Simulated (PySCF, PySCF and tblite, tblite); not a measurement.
# C4H8F2OSi: a path driven as rotation about a bond, and NMR exchange, part 2 of 2

PySCF and tblite. Atoms count from 0.

## Step 7: Shieldings, saddle of leg 1: PBE0/pcSseg-1

What the job is given:

```
{"job": {"kind": "nmr", "xc": "PBE0", "basis": "pcSseg-1", "pop": false}, "charge": 0, "multiplicity": 1}
O      0.033483     0.617379     2.359940
C      1.058157     0.568445     1.745206
C      1.145422     0.590606     0.237606
F      2.109801    -0.329603    -0.119438
C     -0.190027     0.365497    -0.479877
Si    -1.571600    -0.481688     0.575417
C      0.008920    -0.429572    -1.761849
F      0.072471    -1.774920    -1.492524
H      2.042157     0.498034     2.239822
H      1.576475     1.569614    -0.036970
H     -0.557712     1.350394    -0.774963
H     -1.026014    -1.556511     1.389693
H     -2.458529    -1.072493    -0.435302
H     -2.333958     0.548769     1.269660
H      0.936544    -0.173258    -2.285854
H     -0.845589    -0.290693    -2.430566
```

The log of the run:

```text
coarse grid: 14192 points
cycle   1  E = -720.7434502964  dE =  9.726e-01  |g| = 9.211e-01  |ddm| = 3.484e+00
cycle   2  E = -720.3276079781  dE =  4.158e-01  |g| = 1.766e+00  |ddm| = 2.075e+00
cycle   3  E = -720.8900956984  dE = -5.625e-01  |g| = 2.049e-01  |ddm| = 1.563e+00
cycle   4  E = -720.8966182286  dE = -6.523e-03  |g| = 8.888e-02  |ddm| = 2.081e-01
cycle   5  E = -720.8978120814  dE = -1.194e-03  |g| = 1.454e-02  |ddm| = 6.270e-02
cycle   6  E = -720.8978474533  dE = -3.537e-05  |g| = 6.508e-03  |ddm| = 1.596e-02
cycle   7  E = -720.8978566546  dE = -9.201e-06  |g| = 1.058e-03  |ddm| = 5.676e-03
final grid: 134152 points
cycle   8  E = -720.9684752485  dE = -3.271e-05  |g| = 1.249e-02  |ddm| = 3.026e-02
cycle   9  E = -720.9683995547  dE =  7.569e-05  |g| = 2.376e-02  |ddm| = 2.498e-02
cycle  10  E = -720.9685048534  dE = -1.053e-04  |g| = 2.086e-03  |ddm| = 1.701e-02
cycle  11  E = -720.9685057568  dE = -9.033e-07  |g| = 3.977e-04  |ddm| = 1.795e-03
cycle  12  E = -720.9685057795  dE = -2.272e-08  |g| = 1.614e-04  |ddm| = 4.178e-04
cycle  13  E = -720.9685057835  dE = -3.977e-09  |g| = 3.036e-05  |ddm| = 1.331e-04
cycle  14  E = -720.9685057837  dE = -1.783e-10  |g| = 8.827e-06  |ddm| = 4.463e-05
converged SCF energy = -720.9685057837

GIAO shielding tensors (ppm)
atom      isotropic    diamagn.    paramagn.     s11        s22        s33       span
  0 O     -351.438     403.375    -754.812   -977.735   -444.589    368.012   1345.747
  1 C      -22.157     249.765    -271.922   -105.367    -46.899     85.794    191.161
  2 C       90.023     245.279    -155.256     67.210     91.287    111.573     44.363
  3 F      407.892     473.984     -66.093    360.405    390.233    473.038    112.633
  4 C      160.885     254.934     -94.049    148.233    156.823    177.600     29.367
  5 Si     421.034     879.265    -458.231    394.480    410.211    458.410     63.930
  6 C      103.607     239.948    -136.340     67.440     87.311    156.071     88.631
  7 F      412.728     474.424     -61.696    373.212    396.761    468.211     94.999
  8 H       21.626      26.872      -5.246     19.142     20.999     24.737      5.595
  9 H       26.555      30.168      -3.613     20.874     27.899     30.892     10.018
 10 H       30.438      32.787      -2.349     26.716     27.844     36.755     10.038
 11 H       27.876      29.500      -1.625     25.367     26.268     31.991      6.624
 12 H       27.859      29.419      -1.560     23.888     26.981     32.709      8.821
 13 H       27.164      29.380      -2.216     23.571     25.288     32.633      9.062
 14 H       26.294      28.594      -2.299     23.010     25.644     30.229      7.218
 15 H       26.826      28.807      -1.981     22.438     26.381     31.659      9.221
```

Wall time 24 s (1 thread of Arm Neoverse V1, shared host); peak memory 0.86 GiB.

This run: HOMO -8.13 eV, LUMO -1.73 eV; dipole 3.33 D.

## Step 8: Shieldings, end: PBE0/pcSseg-1

What the job is given:

```
{"job": {"kind": "nmr", "xc": "PBE0", "basis": "pcSseg-1", "pop": false}, "charge": 0, "multiplicity": 1}
O      0.553020     2.378693     1.473547
C      0.980613     1.264745     1.564902
C      1.073548     0.290184     0.413584
F      1.405242    -0.947612     0.924530
C     -0.228213     0.230125    -0.380991
Si    -1.452746    -0.971913     0.489910
C     -0.005156    -0.159507    -1.832527
F      0.398541    -1.467410    -1.940452
H      1.353836     0.847971     2.517536
H      1.921920     0.591319    -0.221808
H     -0.634567     1.244886    -0.387190
H     -0.953122    -2.334369     0.391633
H     -2.731119    -0.803766    -0.204460
H     -1.546951    -0.518497     1.877935
H      0.773822     0.445264    -2.313843
H     -0.938243    -0.075468    -2.398979
```

The log of the run:

```text
coarse grid: 14192 points
cycle   1  E = -720.7463551930  dE =  9.430e-01  |g| = 9.382e-01  |ddm| = 3.460e+00
cycle   2  E = -720.3079197692  dE =  4.384e-01  |g| = 1.806e+00  |ddm| = 2.106e+00
cycle   3  E = -720.8980895223  dE = -5.902e-01  |g| = 2.066e-01  |ddm| = 1.603e+00
cycle   4  E = -720.9048879280  dE = -6.798e-03  |g| = 9.059e-02  |ddm| = 2.137e-01
cycle   5  E = -720.9061294889  dE = -1.242e-03  |g| = 1.570e-02  |ddm| = 6.502e-02
cycle   6  E = -720.9061724603  dE = -4.297e-05  |g| = 6.594e-03  |ddm| = 1.640e-02
cycle   7  E = -720.9061816446  dE = -9.184e-06  |g| = 1.319e-03  |ddm| = 5.837e-03
final grid: 134152 points
cycle   8  E = -720.9771199992  dE = -2.253e-05  |g| = 1.365e-02  |ddm| = 2.617e-02
cycle   9  E = -720.9770269810  dE =  9.302e-05  |g| = 2.628e-02  |ddm| = 2.770e-02
cycle  10  E = -720.9771549399  dE = -1.280e-04  |g| = 2.123e-03  |ddm| = 1.854e-02
cycle  11  E = -720.9771558466  dE = -9.067e-07  |g| = 3.707e-04  |ddm| = 1.672e-03
cycle  12  E = -720.9771558655  dE = -1.891e-08  |g| = 1.496e-04  |ddm| = 3.971e-04
cycle  13  E = -720.9771558692  dE = -3.611e-09  |g| = 2.624e-05  |ddm| = 1.292e-04
cycle  14  E = -720.9771558693  dE = -1.271e-10  |g| = 8.453e-06  |ddm| = 3.457e-05
converged SCF energy = -720.9771558693

GIAO shielding tensors (ppm)
atom      isotropic    diamagn.    paramagn.     s11        s22        s33       span
  0 O     -362.943     399.808    -762.751  -1025.341   -446.106    382.618   1407.959
  1 C      -26.506     248.676    -275.182   -111.586    -47.121     79.190    190.775
  2 C       82.833     247.968    -165.134     59.726     85.079    103.695     43.969
  3 F      387.440     475.520     -88.079    363.054    369.388    429.879     66.824
  4 C      151.028     254.255    -103.227    137.974    155.145    159.966     21.992
  5 Si     425.748     880.237    -454.489    407.617    418.873    450.755     43.138
  6 C       96.411     241.068    -144.657     63.844     86.381    139.008     75.164
  7 F      408.685     475.107     -66.422    371.837    402.770    451.449     79.612
  8 H       21.321      27.555      -6.234     18.102     20.971     24.890      6.788
  9 H       26.660      30.608      -3.949     22.911     27.193     29.876      6.966
 10 H       30.040      33.555      -3.515     25.996     28.103     36.021     10.025
 11 H       27.407      29.314      -1.907     24.041     26.440     31.739      7.697
 12 H       27.960      29.455      -1.495     24.685     25.575     33.621      8.935
 13 H       28.038      29.589      -1.551     24.403     26.789     32.923      8.520
 14 H       26.713      29.161      -2.448     21.870     27.145     31.125      9.255
 15 H       26.713      29.105      -2.391     22.378     26.693     31.069      8.691
```

Wall time 25 s (1 thread of Arm Neoverse V1, shared host); peak memory 0.86 GiB.

In short: HOMO -7.97 eV, LUMO -1.39 eV; dipole 0.96 D.

## Step 9: Kinetics and line shapes

What the job is given:

```
{"job": {"smiles": "O=C[C@@H](F)[C@H]([SiH3])CF", "charge": 0, "mult": 1, "motion": "rotation", "what": "crowded single bond", "atoms": [2, 4], "drives": [{"terms": [["t", [1, 2, 4, 5], 0.1111111111111111], ["t", [1, 2, 4, 6], 0.1111111111111111], ["t", [1, 2, 4, 10], 0.1111111111111111], ["t", [3, 2, 4, 5], 0.1111111111111111], ["t", [3, 2, 4, 6], 0.1111111111111111], ["t", [3, 2, 4, 10], 0.1111111111111111], ["t", [9, 2, 4, 5], 0.1111111111111111], ["t", [9, 2, 4, 6], 0.1111111111111111], ["t", [9, 2, 4, 10], 0.1111111111111111]], "by": -120, "n": 8}], "study": "path", "level": {"kind": "nmr", "xc": "PBE0", "basis": "pcSseg-1"}, "fields": [60, 80, 200], "first": 5, "seed": 241, "kind": "path"}, "charge": 0, "multiplicity": 1}
O      0.351559    -0.449554     2.065015
C      1.211964     0.012217     1.369166
C      0.891845     0.958617     0.248859
F      2.028935     1.228447    -0.488664
C     -0.233538     0.391408    -0.602793
Si    -1.728809    -0.100057     0.512974
C      0.271092    -0.793518    -1.408670
F      0.667144    -1.814999    -0.575699
H      2.279477    -0.219189     1.506823
H      0.582995     1.917279     0.689179
H     -0.537603     1.155204    -1.321481
H     -1.657454    -1.473405     0.976476
H     -2.848701    -0.006090    -0.442813
H     -1.911066     0.935983     1.523400
H      1.146239    -0.537620    -2.017291
H     -0.521677    -1.195777    -2.045892
```

The log of the run:

```text
stationary points (kcal/mol above the start)
  n  kind          group   xTB      DFT    lowest mode
  0  minimum      C1       0.00     0.00      78.1
  1  saddle       C1       7.21     5.47     -42.7
  2  minimum      C1       3.86     0.20      27.2

GFN2-xTB energies: T/K, barrier G, reaction G (kcal/mol), k forward, k back (1/s)
 150.00     7.23     2.71       92.9    8.3e+05
 200.00     7.30     2.56   4.35e+04   2.75e+07
 250.00     7.40     2.42   1.76e+06   2.29e+08
 298.15     7.51     2.28   1.94e+07   9.12e+08
 350.00     7.64     2.14   1.24e+08   2.67e+09
 400.00     7.78     2.01   4.69e+08   5.85e+09
 500.00     8.08     1.76   3.05e+09   1.78e+10

PBE0/pcSseg-1 + D3(BJ) energies: T/K, barrier G, reaction G (kcal/mol), k forward, k back (1/s)
 150.00     5.49    -0.94   3.13e+04   1.32e+03
 200.00     5.57    -1.09   3.42e+06   2.19e+05
 250.00     5.67    -1.24    5.8e+07   4.79e+06
 298.15     5.78    -1.38   3.63e+08   3.56e+07
 350.00     5.91    -1.52    1.5e+09   1.69e+08
 400.00     6.04    -1.65   4.16e+09   5.21e+08
 500.00     6.35    -1.90   1.75e+10   2.58e+09
```

Run time: 90 s. Hardware: 1 thread of Arm Neoverse V1, shared host; peak memory 0.86 GiB. This counts the whole study up to here.

Barriers by level (kcal/mol; entropies in cal/(mol K)). Zero-point and thermal terms come from xTB in every row. ΔG‡ leaves symmetry out; the rate counts one path; effective ΔG‡, where given, is the barrier that would give that rate by Eyring's equation alone:

```csv
level,ΔE‡,with zero-point,ΔH‡,ΔS‡,ΔG‡ (298 K),ΔE of reaction,k at 298 K (1/s),effective ΔG‡
GFN2-xTB,7.21,7.13,6.67,-2.8,7.51,3.86,1.9e+07,7.51
PBE0/pcSseg-1 + D3(BJ),5.47,5.39,4.94,-2.8,5.78,0.20,3.6e+08,5.78
```

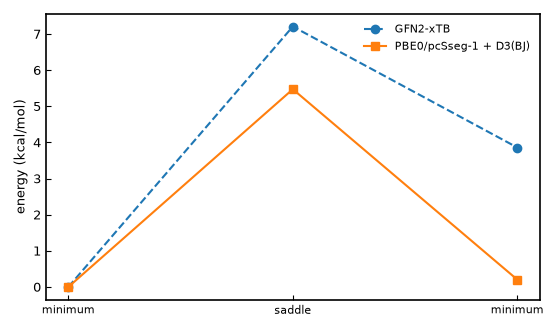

The xTB stationary points, at both levels.

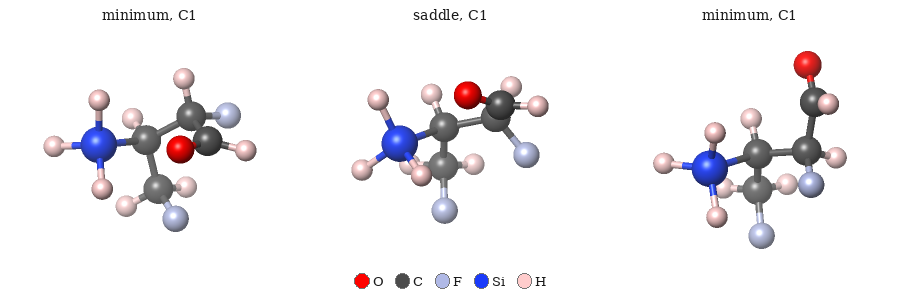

The stationary points in order.

Sites that the driver pairs across this motion, and where their lines would merge (no couplings; faster rotations or exchange between molecules can average them sooner):

```csv
nucleus,sites: shielding (ppm),proton frequency (MHz),spread (Hz),coalescence (K),lines at 298 K
¹⁹F,F3: 402.7; F3 (end): 387.4,200,2875,not given,–
¹⁷O,O0: -328.5; O0 (end): -362.9,200,935,not given,–
¹³C,C6: 106.1; C6 (end): 96.4,200,487,not given,–
¹³C,C2: 88.6; C2 (end): 82.8,200,292,not given,–
¹⁹F,F7: 410.0; F7 (end): 408.7,200,239,not given,–
²⁹Si,Si5: 430.9; Si5 (end): 425.7,200,203,not given,–
¹³C,C1: -28.0; C1 (end): -26.5,200,76,not given,–
¹H,H14: 26.36; H14 (end): 26.71,200,71,not given,–
```

A dash: the driver gave no coalescence for this row (it judged the minor form too scarce).

Rows that set an atom against itself at the end compare its shielding in the two forms.

Lines of quadrupolar nuclei are broad, so their coalescence could hardly be seen.

## Step 10: What came out

What follows sums up all 2 parts.

```
                        quantity                             value
barrier (PBE0/pcSseg-1 + D3(BJ))  ΔE‡ 5.5, ΔG‡(298 K) 5.8 kcal/mol
              barrier (GFN2-xTB)                  ΔE‡ 7.2 kcal/mol
                   rate at 298 K                       3.6e+08 s⁻¹
                 end of the path       0.2 kcal/mol from the start
```

In words: The barrier is 5.5 kcal/mol at the DFT level (xTB: 7.2); with thermal terms and the count of paths the DFT value gives a rate of 3.6e+08 s⁻¹ at 298 K. An error of 1.4 kcal/mol changes that rate tenfold.
